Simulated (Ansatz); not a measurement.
# F− with BF₃: structure and interaction energy

Aim: relax the pair, then compute its interaction energy with counterpoise at many levels, up to CCSD(T).

Computed with Ansatz 0.2.0, Gaussian basis. Level: PBE0-D4 structure, single points in def2-TZVPPD.

Levels: PBE-D4, revPBE-D4, BLYP-D4, r2SCAN-D4, B97M-V, PBE0-D4, B3LYP-D4, HSE06-D4, wB97X-V, wB97M-V, B2PLYP, Hartree-Fock, MP2, CCSD, CCSD(T). The reference is CCSD(T) extrapolated to the basis limit.

Cores are frozen in the correlated methods. B3LYP uses VWN-RPA correlation. B2PLYP carries no dispersion term here.

163 further runs of the same task are left out: 163 set aside as unsound or not needed. Runs told in other sessions of the task aren't counted.

## (1) The system as given

The pair, from a GFN2-xTB docking trial: 5 atoms, charge -1, spin multiplicity 1.

Atoms are counted from 1 here; the program's logs count them from 0.

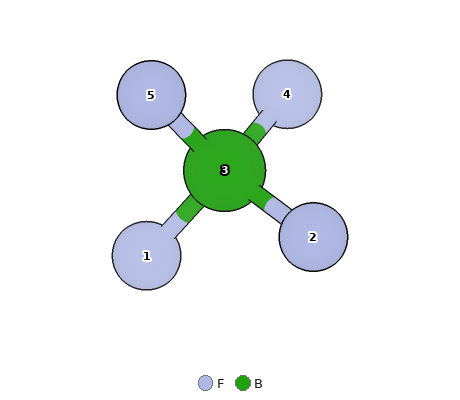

Start geometry, drawn with fluorine light blue, boron green; atoms are numbered from 1 in the order of the file.

Coordinates:

```xyz
5
BF4
F    -0.06940    0.10700   -1.38250
F     0.57510    1.15070    0.52580
B    -0.00040   -0.00040   -0.00050
F    -1.27930   -0.15480    0.51910
F     0.77410   -1.10260    0.33800
```

Atoms 1 to 1 are fragment A (F−), the rest fragment B (BF₃).

## (2) A first relaxation in a small basis

Input file pre/in.yaml:

```yaml
crystal:
  periodic: [false, false, false]
  atoms:
    - {symbol: F, position_ang: [-0.069400, 0.107000, -1.382500]}
    - {symbol: F, position_ang: [0.575100, 1.150700, 0.525800]}
    - {symbol: B, position_ang: [-0.000400, -0.000400, -0.000500]}
    - {symbol: F, position_ang: [-1.279300, -0.154800, 0.519100]}
    - {symbol: F, position_ang: [0.774100, -1.102600, 0.338000]}
basis:
  gaussian: {orbitals: def2-SVPD}
total_charge: -1
hamiltonian: {xc: pbe, dispersion: d4}
relax: {f_tol: 0.03, max_steps: 250}
```

The run is started by

```console
$ ansatz run in.yaml --threads 4 --pin off --events-out ev --progress --plain --max-ram 9574MiB
```

What it wrote, cut to the lines that bear on the results:

```text
Functional definition: PBE
  name "PBE"
  cite "Perdew, Burke & Ernzerhof, Phys. Rev. Lett. 77, 3865 (1996) doi:10.1103/PhysRevLett.77.3865"
  parent pbe
[...]
899 factors; their error is unknown
[...]
mean field -11532.88755976 eV, -423.8258005491 hartree, gradient 3.1e-5 eV, S^2 0.000000; 0 other end points of the search recorded, 0 dependent functions left out
[...]
reference -11532.88759927 eV, -423.8258020012 hartree; 21, 21 occupied and 91, 91 virtual orbitals, 899 factors
relax step   1: F+E_penalty+E_count = -11532.95788511 eV  Δ(F+E_penalty+E_count) = +0.000e0 eV  max|allowed force component| = 1.455e0 eV/Å  Δτ_max = 0.0000 Å  (21 SCF iters, accepted)
[...]
reference -11532.98726342 eV, -423.8294645912 hartree; 21, 21 occupied and 91, 91 virtual orbitals, 899 factors
Total energy: -11533.05712836 eV, -423.8320320804 hartree
Atom 0 at    -0.072428     0.110722    -1.418845 Å, force     0.000009    -0.000032     0.000322 eV/Å
Atom 1 at     0.590702     1.179474     0.538937 Å, force    -0.000202    -0.000415    -0.000200 eV/Å
Atom 2 at     0.000019    -0.000022    -0.000023 Å, force     0.000046     0.000100     0.000157 eV/Å
Atom 3 at    -1.312426    -0.159532     0.531604 Å, force     0.000375     0.000034    -0.000172 eV/Å
Atom 4 at     0.794232    -1.130741     0.348227 Å, force    -0.000228     0.000312    -0.000108 eV/Å
Dipole moment:    -0.000003    -0.000006    -0.000009 e Å
```

Wall time 4.9 s (4 threads of Arm Neoverse V1, shared host).

The steps of the relaxation:

| step | energy from step 1 (eV) | largest force component (eV/Å) |
| --- | --- | --- |
| 1 | 0.0000 | 1.4554 |
| 2 | -0.0789 | 0.6372 |
| 3 | -0.0991 | 0.0435 |
| 4 | -0.0992 | 0.0004 |

Distances of close pairs at the start and the end, largest changes first:

| bond | before (Å) | after (Å) | change (Å) |
| --- | --- | --- | --- |
| F1–B3 | 1.388 | 1.425 | +0.037 |
| B3–F5 | 1.389 | 1.425 | +0.036 |
| B3–F4 | 1.389 | 1.425 | +0.036 |
| F2–B3 | 1.390 | 1.425 | +0.035 |

## (3) Relaxation at PBE0-D4

Input file relax/in.yaml:

```yaml
crystal:
  periodic: [false, false, false]
  atoms:
    - {symbol: F, position_ang: [-0.072428, 0.110722, -1.418845]}
    - {symbol: F, position_ang: [0.590702, 1.179474, 0.538937]}
    - {symbol: B, position_ang: [0.000019, -0.000022, -0.000023]}
    - {symbol: F, position_ang: [-1.312426, -0.159532, 0.531604]}
    - {symbol: F, position_ang: [0.794232, -1.130741, 0.348227]}
basis:
  gaussian: {orbitals: def2-TZVPD}
total_charge: -1
hamiltonian: {xc: pbe0, dispersion: d4}
relax: {f_tol: 0.005, max_steps: 200}
```

The run is started by

```console
$ ansatz run in.yaml --threads 4 --pin off --events-out ev --progress --plain --max-ram 9574MiB
```

What it wrote, cut to the lines that bear on the results:

```text
Functional definition: PBE0
  name "PBE0"
  cite "Adamo & Barone, J. Chem. Phys. 110, 6158 (1999) doi:10.1063/1.478522"
[... 2 set-up lines as earlier in the session ...]
[...]
953 factors; their error is unknown
[...]
mean field -11546.21335862 eV, -424.3155146249 hartree, gradient 6.2e-6 eV, S^2 0.000000; 0 other end points of the search recorded, 0 dependent functions left out
[...]
Atom 1 at     0.582750     1.163595     0.531680 Å, force     0.000001     0.000002     0.000001 eV/Å
Atom 2 at     0.000018    -0.000021    -0.000020 Å, force    -0.000001     0.000001     0.000001 eV/Å
Atom 3 at    -1.294757    -0.157385     0.524446 Å, force    -0.000002    -0.000000     0.000001 eV/Å
Atom 4 at     0.783541    -1.115519     0.343539 Å, force     0.000002    -0.000003     0.000001 eV/Å
Dipole moment:     0.000000    -0.000000    -0.000000 e Å
```

It took 13 s on 4 threads of Arm Neoverse V1, shared host.

The steps of the relaxation:

| step | energy from step 1 (eV) | largest force component (eV/Å) |
| --- | --- | --- |
| 1 | 0.0000 | 0.7323 |
| 2 | -0.0237 | 0.3137 |
| 3 | -0.0287 | 0.0114 |
| 4 | -0.0288 | 0.0089 |
| 5 | -0.0288 | 0.0000 |

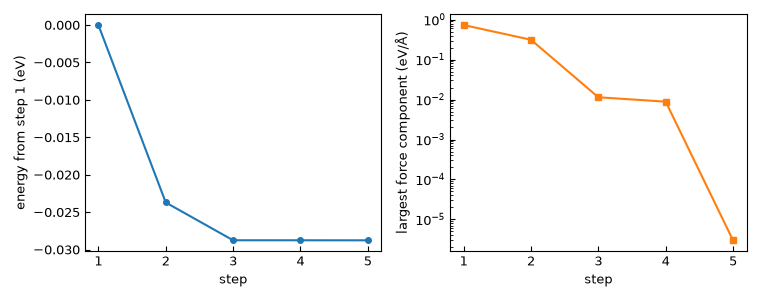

Energy and force, step by step.

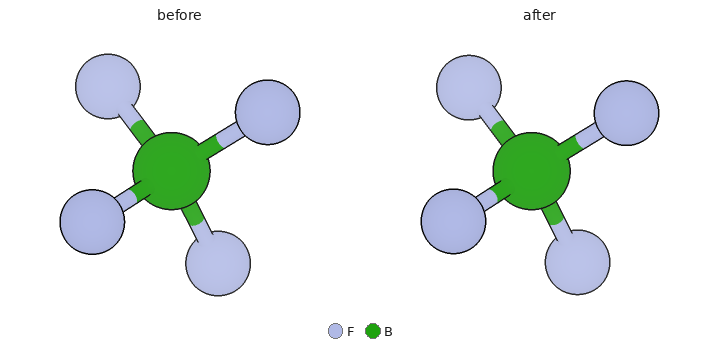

The geometry before (left) and after (right).

Close pairs (by a distance rule), those that changed most:

| bond | before (Å) | after (Å) | change (Å) |
| --- | --- | --- | --- |
| F2–B3 | 1.425 | 1.406 | -0.019 |
| B3–F4 | 1.425 | 1.406 | -0.019 |
| B3–F5 | 1.425 | 1.406 | -0.019 |
| F1–B3 | 1.425 | 1.406 | -0.019 |

The shortest distance between the fragments is F1–B3, 1.41 Å.

Counterpoise needs three runs a level at this geometry: the pair (ab), and each fragment in the basis of the whole pair, with ghost atoms in place of the other (a, b).

## (4) wB97X-V/def2-TZVPPD

Input file ab/in.yaml:

```yaml
crystal:
  periodic: [false, false, false]
  atoms:
    - {symbol: F, position_ang: [-0.071453, 0.109232, -1.399746]}
    - {symbol: F, position_ang: [0.582750, 1.163595, 0.531680]}
    - {symbol: B, position_ang: [0.000018, -0.000021, -0.000020]}
    - {symbol: F, position_ang: [-1.294757, -0.157385, 0.524446]}
    - {symbol: F, position_ang: [0.783541, -1.115519, 0.343539]}
basis:
  gaussian: {orbitals: "def2-TZVPPD.json"}
total_charge: -1
hamiltonian: {xc: {name: wB97X-V}}
```

Input file a/in.yaml:

```yaml
crystal:
  periodic: [false, false, false]
  atoms:
    - {symbol: F, position_ang: [-0.071453, 0.109232, -1.399746]}
basis:
  gaussian:
    orbitals: "def2-TZVPPD.json"
    ghost_atoms:
      - {symbol: F, position_ang: [0.582750, 1.163595, 0.531680]}
      - {symbol: B, position_ang: [0.000018, -0.000021, -0.000020]}
      - {symbol: F, position_ang: [-1.294757, -0.157385, 0.524446]}
      - {symbol: F, position_ang: [0.783541, -1.115519, 0.343539]}
total_charge: -1
hamiltonian: {xc: {name: wB97X-V}}
```

Input file b/in.yaml:

```yaml
crystal:
  periodic: [false, false, false]
  atoms:
    - {symbol: F, position_ang: [0.582750, 1.163595, 0.531680]}
    - {symbol: B, position_ang: [0.000018, -0.000021, -0.000020]}
    - {symbol: F, position_ang: [-1.294757, -0.157385, 0.524446]}
    - {symbol: F, position_ang: [0.783541, -1.115519, 0.343539]}
basis:
  gaussian:
    orbitals: "def2-TZVPPD.json"
    ghost_atoms:
      - {symbol: F, position_ang: [-0.071453, 0.109232, -1.399746]}
hamiltonian: {xc: {name: wB97X-V}}
```

The basis file named in the input lies beside it (Basis Set Exchange, JSON).

The same command starts each run, in its folder.

The run is started by

```console
$ ansatz run in.yaml --threads 4 --pin off --events-out ev --progress --plain --max-ram 9574MiB
```

ab printed, cut to the lines that bear on the results:

```text
Functional definition: wB97X-V
  name "wB97X-V"
  cite "Mardirossian & Head-Gordon, Phys. Chem. Chem. Phys. 16, 9904 (2014) doi:10.1039/C3CP54374A"
  cite "Becke, J. Chem. Phys. 107, 8554 (1997) doi:10.1063/1.475007"
  cite "Vydrov & Van Voorhis, J. Chem. Phys. 133, 244103 (2010) doi:10.1063/1.3521275"
[...]
      + integral(e_c_pw_opposite_spin*poly(b97_u_opposite, cos0, cos1)) + vv10(b, c)
953 factors; their error is unknown
269 factors; integrals over basis functions are off by at most 2.4e-5 eV
[...]
mean field -11553.70039570 eV, -424.5906581627 hartree, gradient 2.6e-5 eV, S^2 0.000000; 0 other end points of the search recorded, 0 dependent functions left out
reference -11553.70039310 eV, -424.5906580670 hartree; 21, 21 occupied and 176, 176 virtual orbitals, 953 factors
Total energy: -11553.70039310 eV, -424.5906580670 hartree
```

Log of a, cut to the lines that bear on the results:

```text
[... 5 set-up lines as earlier in the session ...]
[...]
      + integral(e_c_pw_opposite_spin*poly(b97_u_opposite, cos0, cos1)) + vv10(b, c)
914 factors; their error is unknown
265 factors; integrals over basis functions are off by at most 3.0e-5 eV
[...]
mean field -2717.31103248 eV, -99.8593385842 hartree, gradient 1.2e-5 eV, S^2 0.000000; 0 other end points of the search recorded, 0 dependent functions left out
reference -2717.31103007 eV, -99.8593384954 hartree; 5, 5 occupied and 192, 192 virtual orbitals, 914 factors
Total energy: -2717.31103007 eV, -99.8593384954 hartree
```

Output in b, cut to the lines that bear on the results:

```text
[... 5 set-up lines as earlier in the session ...]
[...]
      + integral(e_c_pw_opposite_spin*poly(b97_u_opposite, cos0, cos1)) + vv10(b, c)
948 factors; their error is unknown
268 factors; integrals over basis functions are off by at most 2.3e-5 eV
[...]
mean field -8830.90870197 eV, -324.5299089925 hartree, gradient 9.1e-6 eV, S^2 0.000000; 0 other end points of the search recorded, 0 dependent functions left out
reference -8830.90869931 eV, -324.5299088948 hartree; 16, 16 occupied and 181, 181 virtual orbitals, 948 factors
Total energy: -8830.90869931 eV, -324.5299088948 hartree
```

Wall times: 4.8 s (ab), 3.2 s (a), 4 s (b) on 4 threads of Arm Neoverse V1, shared host; peak memory 0.51 GiB.

E(ab) − E(a) − E(b) = -126.39 kcal/mol.

## (5) wB97M-V/def2-TZVPPD

The same edit goes into each in.yaml of step 4 (ab, a, b):

```diff
-hamiltonian: {xc: {name: wB97X-V}}
+hamiltonian: {xc: {name: wB97M-V}}
```

Each run has its own folder and the same command.

The run is started by

```console
$ ansatz run in.yaml --threads 4 --pin off --events-out ev --progress --plain --max-ram 9574MiB
```

ab printed, cut to the lines that bear on the results:

```text
Functional definition: wB97M-V
  name "wB97M-V"
  cite "Mardirossian & Head-Gordon, J. Chem. Phys. 144, 214110 (2016) doi:10.1063/1.4952647"
[... 2 set-up lines as earlier in the session ...]
  # Of w^i u^j: cxij and so on, Table III.
[...]
  gx(w, u) = 1 - cx + cx01*u + cx10*w
[...]
      + integral(e_c_pw_mod_opposite_spin*gos(b97_w_opposite, b97_u_opposite)) + vv10(b, c)
953 factors; their error is unknown
269 factors; integrals over basis functions are off by at most 2.4e-5 eV
[...]
mean field -11554.92297700 eV, -424.6355871965 hartree, gradient 2.5e-5 eV, S^2 0.000000; 0 other end points of the search recorded, 0 dependent functions left out
reference -11554.92303822 eV, -424.6355894463 hartree; 21, 21 occupied and 176, 176 virtual orbitals, 953 factors
Total energy: -11554.92303822 eV, -424.6355894463 hartree
```

a printed, cut to the lines that bear on the results:

```text
[... 5 set-up lines as earlier in the session ...]
  # Of w^i u^j: cxij and so on, Table III.
[...]
  gx(w, u) = 1 - cx + cx01*u + cx10*w
[...]
      + integral(e_c_pw_mod_opposite_spin*gos(b97_w_opposite, b97_u_opposite)) + vv10(b, c)
914 factors; their error is unknown
265 factors; integrals over basis functions are off by at most 3.0e-5 eV
[...]
mean field -2717.60456733 eV, -99.8701257910 hartree, gradient 4.0e-5 eV, S^2 0.000000; 0 other end points of the search recorded, 0 dependent functions left out
reference -2717.60462761 eV, -99.8701280062 hartree; 5, 5 occupied and 192, 192 virtual orbitals, 914 factors
Total energy: -2717.60462761 eV, -99.8701280062 hartree
```

Log of b, cut to the lines that bear on the results:

```text
[... 5 set-up lines as earlier in the session ...]
  # Of w^i u^j: cxij and so on, Table III.
[...]
  gx(w, u) = 1 - cx + cx01*u + cx10*w
[...]
      + integral(e_c_pw_mod_opposite_spin*gos(b97_w_opposite, b97_u_opposite)) + vv10(b, c)
948 factors; their error is unknown
268 factors; integrals over basis functions are off by at most 2.3e-5 eV
[...]
mean field -8831.85668788 eV, -324.5647468323 hartree, gradient 7.6e-6 eV, S^2 0.000000; 0 other end points of the search recorded, 0 dependent functions left out
reference -8831.85675339 eV, -324.5647492394 hartree; 16, 16 occupied and 181, 181 virtual orbitals, 948 factors
Total energy: -8831.85675339 eV, -324.5647492394 hartree
```

They took 6 s (ab), 3.9 s (a), 4.6 s (b) on 4 threads of Arm Neoverse V1, shared host; peak memory 0.52 GiB.

E(ab) − E(a) − E(b) = -125.95 kcal/mol.

## (6) B2PLYP/def2-TZVPPD

Each input of step 5 (ab, a, b) changes in the same lines:

```diff
-hamiltonian: {xc: {name: wB97M-V}}
+hamiltonian: {xc: {name: B2PLYP}}
```

Each run has its own folder and the same command.

The run is started by

```console
$ ansatz run in.yaml --threads 4 --pin off --events-out ev --progress --plain --max-ram 9574MiB
```

ab printed, cut to the lines that bear on the results:

```text
Functional definition: B2PLYP
  name "B2PLYP"
  cite "Grimme, J. Chem. Phys. 124, 034108 (2006) doi:10.1063/1.2148954"
  cite "Becke, Phys. Rev. A 38, 3098 (1988) doi:10.1103/PhysRevA.38.3098"
  cite "Lee, Yang & Parr, Phys. Rev. B 37, 785 (1988) doi:10.1103/PhysRevB.37.785"
[...]
1267 factors; integrals over basis functions are off by at most 9.4e-4 eV
[...]
mean field -11541.76895224 eV, -424.1521857028 hartree, gradient 5.9e-6 eV, S^2 0.000000; 0 other end points of the search recorded, 0 dependent functions left out
5 core orbitals not correlated: weight in the atoms' cores, before any rotation towards them, 1.000 or more for the frozen orbitals, at most 0.000 for the correlated occupied ones
reference -11541.76911774 eV, -424.1521917848 hartree; 16, 16 occupied and 176, 176 virtual orbitals, 1267 factors
second order -36.00968802 eV of doubles, -0.00000000 eV of singles
Total energy: -11551.49173350 eV, -424.5094913240 hartree
```

a printed, cut to the lines that bear on the results:

```text
[... 5 set-up lines as earlier in the session ...]
[...]
1252 factors; integrals over basis functions are off by at most 1.6e-3 eV
[...]
mean field -2714.40740373 eV, -99.7526321955 hartree, gradient 8.7e-6 eV, S^2 0.000000; 1 other end points of the search recorded, 0 dependent functions left out
1 core orbitals not correlated: weight in the atoms' cores, before any rotation towards them, 1.000 or more for the frozen orbitals, at most 0.000 for the correlated occupied ones
reference -2714.40754459 eV, -99.7526373720 hartree; 4, 4 occupied and 192, 192 virtual orbitals, 1252 factors
second order -9.52074711 eV of doubles, -0.00000000 eV of singles
Total energy: -2716.97814630 eV, -99.8471052428 hartree
```

b printed, cut to the lines that bear on the results:

```text
[... 5 set-up lines as earlier in the session ...]
[...]
1262 factors; integrals over basis functions are off by at most 1.6e-3 eV
[...]
mean field -8821.67801022 eV, -324.1906873273 hartree, gradient 7.9e-7 eV, S^2 0.000000; 0 other end points of the search recorded, 0 dependent functions left out
4 core orbitals not correlated: weight in the atoms' cores, before any rotation towards them, 1.000 or more for the frozen orbitals, at most 0.000 for the correlated occupied ones
reference -8821.67816111 eV, -324.1906928726 hartree; 12, 12 occupied and 181, 181 virtual orbitals, 1262 factors
second order -27.74822230 eV of doubles, -0.00000000 eV of singles
Total energy: -8829.17018113 eV, -324.4660195302 hartree
```

They took 3.6 s (ab), 2.5 s (a), 3.1 s (b) on 4 threads of Arm Neoverse V1, shared host.

E(ab) − E(a) − E(b) = -123.22 kcal/mol.

(Part 1 of 3 ends here.)
